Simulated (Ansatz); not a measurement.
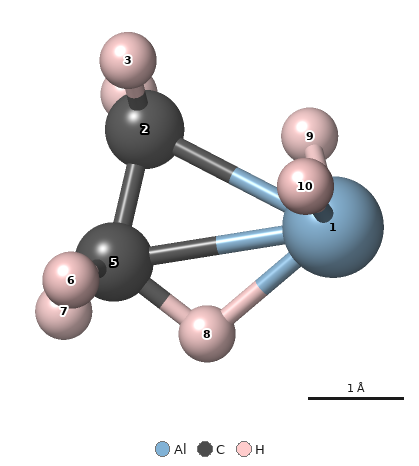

Figure 1. The starting structure (ball-and-stick view, seen at a tilt; atoms are numbered from 1 in the order of the input). Sticks mark near contacts.

**Molecular dynamics, with input and output: C2H7Al (part 1 of 3)**

The run: molecular dynamics of C2H7Al. Method and program: RKS PBE0-D4/6-31G* (Ansatz 0.2.0).

It belongs to a series of runs on one base structure; here: dynamics from the highest image of the converged band. Figures and captions count atoms from 1; the log counts them from 0 in places.

The program's output:
```
Engine: ansatz 0.2.0, aarch64-unknown-linux-gnu
Functional definition: PBE0
  parameter a = 0.25
  parameter kappa = 0.804
  parameter beta = 0.06672455060314922
  exchange = (1 - a)*pbe_x(kappa = kappa, mu = beta*pi^2/3) + a*exact_x
  correlation = pbe_c(beta = beta)
738 factors; integrals over basis functions are off by at most 4.9e-4 eV
mean field evaluation 1: about -8769.3828 eV, gradient 4.8e1 eV
mean field evaluation 2: about -8755.2173 eV, gradient 7.7e1 eV
mean field evaluation 4: about -8775.5924 eV, gradient 5.5e0 eV
mean field evaluation 8: about -8775.6866 eV, gradient 1.2e-1 eV
mean field -8775.68661069 eV, -322.5005345689 hartree, gradient 2.3e-5 eV, S^2 0.000000; 0 other end points of the search recorded, 0 dependent functions left out
the calculation of the forces begins
reference -8775.68663735 eV, -322.5005355487 hartree; 16, 16 occupied and 47, 47 virtual orbitals, 738 factors
md step     0: t =     0.00 fs  T =   100.0 K  F+E_penalty+E_count = -8775.82142996 eV  E_kin = 0.103408 eV  conserved = -8775.71802196 eV  (24 SCF iters)
these checks for a lower state are left out or cut short: starts, cluster_reference, orbital_swaps, neighbouring_geometries, increment
738 factors; integrals over basis functions are off by at most 4.9e-4 eV
mean field evaluation 16: about -8775.6891 eV, gradient 4.7e-1 eV
mean field -8775.68423365 eV, -322.5004472143 hartree, gradient 5.4e-5 eV, S^2 0.000000; 0 other end points of the search recorded, 0 dependent functions left out
the calculation of the forces begins
reference -8775.68426030 eV, -322.5004481934 hartree; 16, 16 occupied and 47, 47 virtual orbitals, 738 factors
md step     1: t =     0.50 fs  T =    97.7 K  F+E_penalty+E_count = -8775.81900285 eV  E_kin = 0.101014 eV  conserved = -8775.71798927 eV  (25 SCF iters)
[... from here on the SCF iterations and repeated set-up lines of each step are left out, up to the last step ...]
md step     2: t =     1.00 fs  T =    91.5 K  F+E_penalty+E_count = -8775.81251577 eV  E_kin = 0.094616 eV  conserved = -8775.71789983 eV  (24 SCF iters)
md step     3: t =     1.50 fs  T =    82.8 K  F+E_penalty+E_count = -8775.80338122 eV  E_kin = 0.085599 eV  conserved = -8775.71778188 eV  (22 SCF iters)
md step     4: t =     2.00 fs  T =    73.3 K  F+E_penalty+E_count = -8775.79346164 eV  E_kin = 0.075792 eV  conserved = -8775.71767009 eV  (22 SCF iters)
md step     5: t =     2.50 fs  T =    64.7 K  F+E_penalty+E_count = -8775.78452632 eV  E_kin = 0.066932 eV  conserved = -8775.71759416 eV  (22 SCF iters)
md step     6: t =     3.00 fs  T =    58.2 K  F+E_penalty+E_count = -8775.77778220 eV  E_kin = 0.060212 eV  conserved = -8775.71757033 eV  (22 SCF iters)
md step     7: t =     3.50 fs  T =    54.2 K  F+E_penalty+E_count = -8775.77361416 eV  E_kin = 0.056016 eV  conserved = -8775.71759775 eV  (22 SCF iters)
md step     8: t =     4.00 fs  T =    52.2 K  F+E_penalty+E_count = -8775.77159733 eV  E_kin = 0.053937 eV  conserved = -8775.71765985 eV  (22 SCF iters)
md step     9: t =     4.50 fs  T =    51.3 K  F+E_penalty+E_count = -8775.77075854 eV  E_kin = 0.053028 eV  conserved = -8775.71773042 eV  (22 SCF iters)
md step    10: t =     5.00 fs  T =    50.5 K  F+E_penalty+E_count = -8775.76999191 eV  E_kin = 0.052210 eV  conserved = -8775.71778154 eV  (23 SCF iters)
md step    11: t =     5.50 fs  T =    49.0 K  F+E_penalty+E_count = -8775.76849995 eV  E_kin = 0.050708 eV  conserved = -8775.71779220 eV  (23 SCF iters)
md step    12: t =     6.00 fs  T =    46.8 K  F+E_penalty+E_count = -8775.76612499 eV  E_kin = 0.048370 eV  conserved = -8775.71775488 eV  (23 SCF iters)
md step    13: t =     6.50 fs  T =    44.3 K  F+E_penalty+E_count = -8775.76346107 eV  E_kin = 0.045781 eV  conserved = -8775.71768014 eV  (22 SCF iters)
md step    14: t =     7.00 fs  T =    42.6 K  F+E_penalty+E_count = -8775.76168248 eV  E_kin = 0.044087 eV  conserved = -8775.71759511 eV  (23 SCF iters)
md step    15: t =     7.50 fs  T =    43.1 K  F+E_penalty+E_count = -8775.76211541 eV  E_kin = 0.044581 eV  conserved = -8775.71753489 eV  (22 SCF iters)
md step    16: t =     8.00 fs  T =    46.6 K  F+E_penalty+E_count = -8775.76569229 eV  E_kin = 0.048164 eV  conserved = -8775.71752806 eV  (22 SCF iters)
md step    17: t =     8.50 fs  T =    53.1 K  F+E_penalty+E_count = -8775.77251302 eV  E_kin = 0.054930 eV  conserved = -8775.71758253 eV  (22 SCF iters)
md step    18: t =     9.00 fs  T =    61.9 K  F+E_penalty+E_count = -8775.78172565 eV  E_kin = 0.064045 eV  conserved = -8775.71768034 eV  (22 SCF iters)
md step    19: t =     9.50 fs  T =    71.6 K  F+E_penalty+E_count = -8775.79180425 eV  E_kin = 0.074019 eV  conserved = -8775.71778485 eV  (23 SCF iters)
md step    20: t =    10.00 fs  T =    80.5 K  F+E_penalty+E_count = -8775.80111489 eV  E_kin = 0.083258 eV  conserved = -8775.71785639 eV  (23 SCF iters)
md step    21: t =    10.50 fs  T =    87.7 K  F+E_penalty+E_count = -8775.80853141 eV  E_kin = 0.090663 eV  conserved = -8775.71786838 eV  (25 SCF iters)
md step    22: t =    11.00 fs  T =    92.9 K  F+E_penalty+E_count = -8775.81385542 eV  E_kin = 0.096040 eV  conserved = -8775.71781591 eV  (25 SCF iters)
md step    23: t =    11.50 fs  T =    96.9 K  F+E_penalty+E_count = -8775.81789922 eV  E_kin = 0.100183 eV  conserved = -8775.71771581 eV  (23 SCF iters)
md step    24: t =    12.00 fs  T =   101.2 K  F+E_penalty+E_count = -8775.82222727 eV  E_kin = 0.104628 eV  conserved = -8775.71759922 eV  (23 SCF iters)
md step    25: t =    12.50 fs  T =   107.5 K  F+E_penalty+E_count = -8775.82866979 eV  E_kin = 0.111169 eV  conserved = -8775.71750100 eV  (23 SCF iters)
md step    26: t =    13.00 fs  T =   117.3 K  F+E_penalty+E_count = -8775.83878143 eV  E_kin = 0.121334 eV  conserved = -8775.71744751 eV  (23 SCF iters)
md step    27: t =    13.50 fs  T =   131.5 K  F+E_penalty+E_count = -8775.85342353 eV  E_kin = 0.135974 eV  conserved = -8775.71744969 eV  (23 SCF iters)
md step    28: t =    14.00 fs  T =   150.0 K  F+E_penalty+E_count = -8775.87258848 eV  E_kin = 0.155087 eV  conserved = -8775.71750099 eV  (23 SCF iters)
md step    29: t =    14.50 fs  T =   172.1 K  F+E_penalty+E_count = -8775.89549925 eV  E_kin = 0.177918 eV  conserved = -8775.71758106 eV  (25 SCF iters)
md step    30: t =    15.00 fs  T =   196.6 K  F+E_penalty+E_count = -8775.92092988 eV  E_kin = 0.203267 eV  conserved = -8775.71766273 eV  (25 SCF iters)
md step    31: t =    15.50 fs  T =   222.3 K  F+E_penalty+E_count = -8775.94763735 eV  E_kin = 0.229918 eV  conserved = -8775.71771939 eV  (24 SCF iters)
md step    32: t =    16.00 fs  T =   248.6 K  F+E_penalty+E_count = -8775.97478136 eV  E_kin = 0.257049 eV  conserved = -8775.71773275 eV  (25 SCF iters)
md step    33: t =    16.50 fs  T =   275.1 K  F+E_penalty+E_count = -8776.00221421 eV  E_kin = 0.284516 eV  conserved = -8775.71769793 eV  (25 SCF iters)
md step    34: t =    17.00 fs  T =   302.6 K  F+E_penalty+E_count = -8776.03055142 eV  E_kin = 0.312924 eV  conserved = -8775.71762722 eV  (25 SCF iters)
md step    35: t =    17.50 fs  T =   332.1 K  F+E_penalty+E_count = -8776.06097346 eV  E_kin = 0.343425 eV  conserved = -8775.71754825 eV  (24 SCF iters)
md step    36: t =    18.00 fs  T =   364.9 K  F+E_penalty+E_count = -8776.09479066 eV  E_kin = 0.377295 eV  conserved = -8775.71749568 eV  (24 SCF iters, 3 dispersion substeps)
md step    37: t =    18.50 fs  T =   401.7 K  F+E_penalty+E_count = -8776.13290615 eV  E_kin = 0.415409 eV  conserved = -8775.71749709 eV  (24 SCF iters, 3 dispersion substeps)
md step    38: t =    19.00 fs  T =   442.7 K  F+E_penalty+E_count = -8776.17539283 eV  E_kin = 0.457833 eV  conserved = -8775.71755986 eV  (24 SCF iters, 3 dispersion substeps)
md step    39: t =    19.50 fs  T =   487.1 K  F+E_penalty+E_count = -8776.22138456 eV  E_kin = 0.503718 eV  conserved = -8775.71766617 eV  (24 SCF iters, 3 dispersion substeps)
md step    40: t =    20.00 fs  T =   533.4 K  F+E_penalty+E_count = -8776.26935294 eV  E_kin = 0.551572 eV  conserved = -8775.71778062 eV  (24 SCF iters, 3 dispersion substeps)
md step    41: t =    20.50 fs  T =   580.0 K  F+E_penalty+E_count = -8776.31765491 eV  E_kin = 0.599789 eV  conserved = -8775.71786602 eV  (24 SCF iters, 3 dispersion substeps)
md step    42: t =    21.00 fs  T =   625.9 K  F+E_penalty+E_count = -8776.36511077 eV  E_kin = 0.647212 eV  conserved = -8775.71789875 eV  (25 SCF iters, 3 dispersion substeps)
md step    43: t =    21.50 fs  T =   670.6 K  F+E_penalty+E_count = -8776.41137242 eV  E_kin = 0.693495 eV  conserved = -8775.71787738 eV  (24 SCF iters, 3 dispersion substeps)
md step    44: t =    22.00 fs  T =   714.8 K  F+E_penalty+E_count = -8776.45695115 eV  E_kin = 0.739130 eV  conserved = -8775.71782122 eV  (24 SCF iters, 3 dispersion substeps)
md step    45: t =    22.50 fs  T =   759.3 K  F+E_penalty+E_count = -8776.50292260 eV  E_kin = 0.785161 eV  conserved = -8775.71776118 eV  (24 SCF iters, 3 dispersion substeps)
md step    46: t =    23.00 fs  T =   805.3 K  F+E_penalty+E_count = -8776.55044258 eV  E_kin = 0.832714 eV  conserved = -8775.71772871 eV  (24 SCF iters, 3 dispersion substeps)
md step    47: t =    23.50 fs  T =   853.4 K  F+E_penalty+E_count = -8776.60025460 eV  E_kin = 0.882510 eV  conserved = -8775.71774478 eV  (24 SCF iters, 3 dispersion substeps)
md step    48: t =    24.00 fs  T =   903.7 K  F+E_penalty+E_count = -8776.65235907 eV  E_kin = 0.934546 eV  conserved = -8775.71781327 eV  (24 SCF iters, 3 dispersion substeps)
md step    49: t =    24.50 fs  T =   955.5 K  F+E_penalty+E_count = -8776.70594389 eV  E_kin = 0.988023 eV  conserved = -8775.71792121 eV  (23 SCF iters, 3 dispersion substeps)
md step    50: t =    25.00 fs  T =  1007.2 K  F+E_penalty+E_count = -8776.75957396 eV  E_kin = 1.041528 eV  conserved = -8775.71804572 eV  (24 SCF iters, 3 dispersion substeps)
md step    51: t =    25.50 fs  T =  1057.4 K  F+E_penalty+E_count = -8776.81154974 eV  E_kin = 1.093389 eV  conserved = -8775.71816041 eV  (24 SCF iters, 3 dispersion substeps)
md step    52: t =    26.00 fs  T =  1104.4 K  F+E_penalty+E_count = -8776.86032390 eV  E_kin = 1.142082 eV  conserved = -8775.71824196 eV  (24 SCF iters, 3 dispersion substeps)
md step    53: t =    26.50 fs  T =  1147.5 K  F+E_penalty+E_count = -8776.90486968 eV  E_kin = 1.186594 eV  conserved = -8775.71827548 eV  (23 SCF iters, 3 dispersion substeps)
md step    54: t =    27.00 fs  T =  1186.2 K  F+E_penalty+E_count = -8776.94491046 eV  E_kin = 1.226651 eV  conserved = -8775.71825949 eV  (24 SCF iters, 3 dispersion substeps)
md step    55: t =    27.50 fs  T =  1221.1 K  F+E_penalty+E_count = -8776.98094022 eV  E_kin = 1.262733 eV  conserved = -8775.71820678 eV  (24 SCF iters, 3 dispersion substeps)
md step    56: t =    28.00 fs  T =  1253.2 K  F+E_penalty+E_count = -8777.01401705 eV  E_kin = 1.295875 eV  conserved = -8775.71814197 eV  (24 SCF iters, 3 dispersion substeps)
md step    57: t =    28.50 fs  T =  1283.5 K  F+E_penalty+E_count = -8777.04537580 eV  E_kin = 1.327282 eV  conserved = -8775.71809392 eV  (24 SCF iters, 3 dispersion substeps)
md step    58: t =    29.00 fs  T =  1313.1 K  F+E_penalty+E_count = -8777.07598526 eV  E_kin = 1.357902 eV  conserved = -8775.71808322 eV  (24 SCF iters, 3 dispersion substeps)
md step    59: t =    29.50 fs  T =  1342.4 K  F+E_penalty+E_count = -8777.10623467 eV  E_kin = 1.388122 eV  conserved = -8775.71811231 eV  (24 SCF iters, 3 dispersion substeps)
md step    60: t =    30.00 fs  T =  1371.0 K  F+E_penalty+E_count = -8777.13589897 eV  E_kin = 1.417735 eV  conserved = -8775.71816424 eV  (24 SCF iters, 3 dispersion substeps)
md step    61: t =    30.50 fs  T =  1398.5 K  F+E_penalty+E_count = -8777.16440505 eV  E_kin = 1.446195 eV  conserved = -8775.71821045 eV  (23 SCF iters, 3 dispersion substeps)
md step    62: t =    31.00 fs  T =  1424.5 K  F+E_penalty+E_count = -8777.19127622 eV  E_kin = 1.473051 eV  conserved = -8775.71822513 eV  (23 SCF iters, 3 dispersion substeps)
md step    63: t =    31.50 fs  T =  1449.0 K  F+E_penalty+E_count = -8777.21653182 eV  E_kin = 1.498332 eV  conserved = -8775.71819991 eV  (24 SCF iters, 3 dispersion substeps)
md step    64: t =    32.00 fs  T =  1472.5 K  F+E_penalty+E_count = -8777.24082477 eV  E_kin = 1.522675 eV  conserved = -8775.71815010 eV  (24 SCF iters, 3 dispersion substeps)
md step    65: t =    32.50 fs  T =  1496.1 K  F+E_penalty+E_count = -8777.26521793 eV  E_kin = 1.547107 eV  conserved = -8775.71811137 eV  (24 SCF iters, 3 dispersion substeps)
md step    66: t =    33.00 fs  T =  1520.7 K  F+E_penalty+E_count = -8777.29064593 eV  E_kin = 1.572516 eV  conserved = -8775.71812953 eV  (24 SCF iters, 3 dispersion substeps)
md step    67: t =    33.50 fs  T =  1546.3 K  F+E_penalty+E_count = -8777.31723008 eV  E_kin = 1.598987 eV  conserved = -8775.71824335 eV  (24 SCF iters, 3 dispersion substeps)
md step    68: t =    34.00 fs  T =  1571.7 K  F+E_penalty+E_count = -8777.34370318 eV  E_kin = 1.625235 eV  conserved = -8775.71846807 eV  (23 SCF iters, 3 dispersion substeps)
md step    69: t =    34.50 fs  T =  1594.1 K  F+E_penalty+E_count = -8777.36720578 eV  E_kin = 1.648425 eV  conserved = -8775.71878038 eV  (23 SCF iters, 3 dispersion substeps)
md step    70: t =    35.00 fs  T =  1609.7 K  F+E_penalty+E_count = -8777.38365999 eV  E_kin = 1.664546 eV  conserved = -8775.71911408 eV  (24 SCF iters, 3 dispersion substeps)
md step    71: t =    35.50 fs  T =  1614.4 K  F+E_penalty+E_count = -8777.38879521 eV  E_kin = 1.669430 eV  conserved = -8775.71936493 eV  (24 SCF iters, 3 dispersion substeps)
md step    72: t =    36.00 fs  T =  1605.6 K  F+E_penalty+E_count = -8777.37970405 eV  E_kin = 1.660283 eV  conserved = -8775.71942079 eV  (23 SCF iters, 3 dispersion substeps)
md step    73: t =    36.50 fs  T =  1583.3 K  F+E_penalty+E_count = -8777.35645203 eV  E_kin = 1.637233 eV  conserved = -8775.71921920 eV  (24 SCF iters, 3 dispersion substeps)
md step    74: t =    37.00 fs  T =  1551.2 K  F+E_penalty+E_count = -8777.32287869 eV  E_kin = 1.604066 eV  conserved = -8775.71881223 eV  (24 SCF iters, 3 dispersion substeps)
md step    75: t =    37.50 fs  T =  1515.6 K  F+E_penalty+E_count = -8777.28566693 eV  E_kin = 1.567281 eV  conserved = -8775.71838596 eV  (24 SCF iters, 3 dispersion substeps)
md step    76: t =    38.00 fs  T =  1482.8 K  F+E_penalty+E_count = -8777.25150158 eV  E_kin = 1.533326 eV  conserved = -8775.71817523 eV  (24 SCF iters, 3 dispersion substeps)
md step    77: t =    38.50 fs  T =  1455.7 K  F+E_penalty+E_count = -8777.22361905 eV  E_kin = 1.505313 eV  conserved = -8775.71830557 eV  (24 SCF iters, 3 dispersion substeps)
md step    78: t =    39.00 fs  T =  1432.5 K  F+E_penalty+E_count = -8777.20000222 eV  E_kin = 1.481304 eV  conserved = -8775.71869858 eV  (24 SCF iters, 3 dispersion substeps)
md step    79: t =    39.50 fs  T =  1407.5 K  F+E_penalty+E_count = -8777.17455062 eV  E_kin = 1.455416 eV  conserved = -8775.71913418 eV  (24 SCF iters, 3 dispersion substeps)
md step    80: t =    40.00 fs  T =  1374.1 K  F+E_penalty+E_count = -8777.14035571 eV  E_kin = 1.420953 eV  conserved = -8775.71940299 eV  (24 SCF iters, 3 dispersion substeps)
md step    81: t =    40.50 fs  T =  1328.2 K  F+E_penalty+E_count = -8777.09291013 eV  E_kin = 1.373502 eV  conserved = -8775.71940857 eV  (24 SCF iters, 3 dispersion substeps)
md step    82: t =    41.00 fs  T =  1269.3 K  F+E_penalty+E_count = -8777.03170452 eV  E_kin = 1.312535 eV  conserved = -8775.71916930 eV  (23 SCF iters, 3 dispersion substeps)
md step    83: t =    41.50 fs  T =  1200.4 K  F+E_penalty+E_count = -8776.96009411 eV  E_kin = 1.241332 eV  conserved = -8775.71876245 eV  (23 SCF iters, 3 dispersion substeps)
md step    84: t =    42.00 fs  T =  1127.5 K  F+E_penalty+E_count = -8776.88417912 eV  E_kin = 1.165902 eV  conserved = -8775.71827737 eV  (23 SCF iters, 3 dispersion substeps)
md step    85: t =    42.50 fs  T =  1057.6 K  F+E_penalty+E_count = -8776.81142063 eV  E_kin = 1.093627 eV  conserved = -8775.71779400 eV  (24 SCF iters, 3 dispersion substeps)
md step    86: t =    43.00 fs  T =   998.0 K  F+E_penalty+E_count = -8776.74934768 eV  E_kin = 1.031967 eV  conserved = -8775.71738063 eV  (24 SCF iters, 3 dispersion substeps)
md step    87: t =    43.50 fs  T =   954.8 K  F+E_penalty+E_count = -8776.70442651 eV  E_kin = 0.987330 eV  conserved = -8775.71709691 eV  (24 SCF iters, 3 dispersion substeps)
md step    88: t =    44.00 fs  T =   932.3 K  F+E_penalty+E_count = -8776.68108501 eV  E_kin = 0.964094 eV  conserved = -8775.71699097 eV  (24 SCF iters, 3 dispersion substeps)
md step    89: t =    44.50 fs  T =   932.1 K  F+E_penalty+E_count = -8776.68094163 eV  E_kin = 0.963849 eV  conserved = -8775.71709251 eV  (24 SCF iters, 3 dispersion substeps)
md step    90: t =    45.00 fs  T =   952.5 K  F+E_penalty+E_count = -8776.70234855 eV  E_kin = 0.984943 eV  conserved = -8775.71740509 eV  (24 SCF iters, 3 dispersion substeps)
md step    91: t =    45.50 fs  T =   988.8 K  F+E_penalty+E_count = -8776.74038120 eV  E_kin = 1.022485 eV  conserved = -8775.71789663 eV  (24 SCF iters, 3 dispersion substeps)
md step    92: t =    46.00 fs  T =  1033.7 K  F+E_penalty+E_count = -8776.78741449 eV  E_kin = 1.068925 eV  conserved = -8775.71848920 eV  (23 SCF iters, 3 dispersion substeps)
md step    93: t =    46.50 fs  T =  1078.6 K  F+E_penalty+E_count = -8776.83442837 eV  E_kin = 1.115378 eV  conserved = -8775.71905037 eV  (24 SCF iters, 3 dispersion substeps)
md step    94: t =    47.00 fs  T =  1115.7 K  F+E_penalty+E_count = -8776.87312867 eV  E_kin = 1.153726 eV  conserved = -8775.71940298 eV  (23 SCF iters, 3 dispersion substeps)
md step    95: t =    47.50 fs  T =  1140.4 K  F+E_penalty+E_count = -8776.89865524 eV  E_kin = 1.179272 eV  conserved = -8775.71938281 eV  (24 SCF iters, 3 dispersion substeps)
md step    96: t =    48.00 fs  T =  1153.7 K  F+E_penalty+E_count = -8776.91193054 eV  E_kin = 1.192975 eV  conserved = -8775.71895541 eV  (24 SCF iters, 3 dispersion substeps)
md step    97: t =    48.50 fs  T =  1162.0 K  F+E_penalty+E_count = -8776.91992210 eV  E_kin = 1.201597 eV  conserved = -8775.71832559 eV  (24 SCF iters, 3 dispersion substeps)
md step    98: t =    49.00 fs  T =  1174.5 K  F+E_penalty+E_count = -8776.93236808 eV  E_kin = 1.214476 eV  conserved = -8775.71789175 eV  (24 SCF iters, 3 dispersion substeps)
md step    99: t =    49.50 fs  T =  1197.1 K  F+E_penalty+E_count = -8776.95582952 eV  E_kin = 1.237848 eV  conserved = -8775.71798197 eV  (24 SCF iters, 3 dispersion substeps)
md step   100: t =    50.00 fs  T =  1228.5 K  F+E_penalty+E_count = -8776.98891292 eV  E_kin = 1.270332 eV  conserved = -8775.71858074 eV  (24 SCF iters, 3 dispersion substeps)
md step   101: t =    50.50 fs  T =  1260.2 K  F+E_penalty+E_count = -8777.02249089 eV  E_kin = 1.303147 eV  conserved = -8775.71934344 eV  (24 SCF iters, 3 dispersion substeps)
md step   102: t =    51.00 fs  T =  1281.2 K  F+E_penalty+E_count = -8777.04472465 eV  E_kin = 1.324845 eV  conserved = -8775.71987963 eV  (24 SCF iters, 3 dispersion substeps)
md step   103: t =    51.50 fs  T =  1283.2 K  F+E_penalty+E_count = -8777.04693290 eV  E_kin = 1.326938 eV  conserved = -8775.71999511 eV  (24 SCF iters, 3 dispersion substeps)
md step   104: t =    52.00 fs  T =  1263.9 K  F+E_penalty+E_count = -8777.02673295 eV  E_kin = 1.307012 eV  conserved = -8775.71972066 eV  (24 SCF iters, 3 dispersion substeps)
md step   105: t =    52.50 fs  T =  1226.8 K  F+E_penalty+E_count = -8776.98782962 eV  E_kin = 1.268624 eV  conserved = -8775.71920612 eV  (24 SCF iters, 3 dispersion substeps)
md step   106: t =    53.00 fs  T =  1179.1 K  F+E_penalty+E_count = -8776.93786208 eV  E_kin = 1.219245 eV  conserved = -8775.71861718 eV  (24 SCF iters, 3 dispersion substeps)
md step   107: t =    53.50 fs  T =  1129.3 K  F+E_penalty+E_count = -8776.88584845 eV  E_kin = 1.167763 eV  conserved = -8775.71808568 eV  (24 SCF iters, 3 dispersion substeps)
md step   108: t =    54.00 fs  T =  1085.4 K  F+E_penalty+E_count = -8776.84006585 eV  E_kin = 1.122369 eV  conserved = -8775.71769673 eV  (24 SCF iters, 3 dispersion substeps)
md step   109: t =    54.50 fs  T =  1053.2 K  F+E_penalty+E_count = -8776.80663148 eV  E_kin = 1.089141 eV  conserved = -8775.71749093 eV  (24 SCF iters, 3 dispersion substeps)
md step   110: t =    55.00 fs  T =  1036.0 K  F+E_penalty+E_count = -8776.78879001 eV  E_kin = 1.071318 eV  conserved = -8775.71747216 eV  (24 SCF iters, 3 dispersion substeps)
```
